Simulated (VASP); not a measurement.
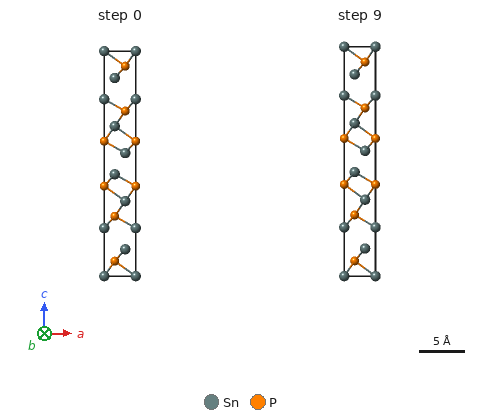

The structure of solid Sn₃P₂ (a generated structure, set up in R-3m) before (left) and after (right) a relaxation, at one scale.

The picture is a ball-and-stick view of the conventional cell (3 times the calculation's cell), seen along the b axis. Lengths and directions refer to the drawn axes.

The run lets cell and atoms move.

Computed with VASP, Kohn-Sham DFT of a periodic cell, PBE, VASP PAW PBE potentials, recommended.

Input file:
```
SYSTEM = Sn3P2
  ALGO = Normal
  EDIFF = 1E-6
  EDIFFG = -0.01
  ENCUT = 520
  GGA = PE
  IBRION = 2
  ISIF = 3
  ISMEAR = 0
  KPAR = 4
  LASPH = .True.
  LCHARG = .False.
  LREAL = .False.
  LWAVE = .False.
  NELM = 120
  NSW = 90
  PREC = Accurate
  SIGMA = 0.1
```

Command:
```bash
cat potpaw_PBE.64/Sn_d/POTCAR potpaw_PBE.64/P/POTCAR > POTCAR
mpirun -np 4 vasp_std > vasp.out
```

> Summarise the run.

Over 9 geometry steps the energy falls by 2.9 meV per atom. The largest force component goes from 0.2 to 0.0041 eV/Å. Pressure: 0.51 GPa at the start and 0.00 GPa at the end. The largest moves relative to the cell, 0.022 Å, are those of Sn atoms. Largest moves by element: Sn 0.022 Å, P 0.012 Å. The drawn cell changes as follows: a = b 4.084 → 4.053 Å (−0.8 %), c 25.257 → 25.746 Å (+1.9 %); the volume changes by +0.4 %. Near-neighbour distances that change, for instance: P–Sn 2.708 → 2.722 Å. The space group stays R-3m (No. 166).
